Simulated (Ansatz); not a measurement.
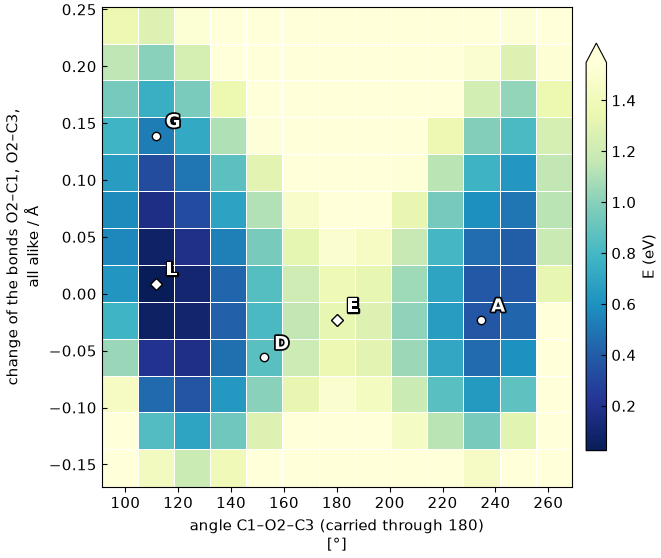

C2H7NOSi, SMILES COC=N[SiH3]. Coordinates scanned: (1) angle C1–O2–C3 (carried through 180); (2) change of the bonds O2–C1, O2–C3, all alike. Nothing is relaxed (all other coordinates rigid). The scan uses a 13 × 13 grid. Points are written as (first, second). All energies are given in eV relative to the relaxed molecule at the same level. Method: RKS PBE-D4/def2-SVP in Ansatz 0.2.0.

Drawn: one coloured cell a grid point, one colour for all values above the top of the scale, lettered points.

Q: Is D the lowest point of the computed grid?

A: No. D lies 0.83 eV above the lowest grid point, which is at (111.6°, 0.009 Å).

Q: What kind of point is each of D, E, L: minimum, saddle, maximum or slope?

A: D: on a slope; E: saddle point; L: minimum. (In these two coordinates alone; a stationary point may lie a little off the grid point.)
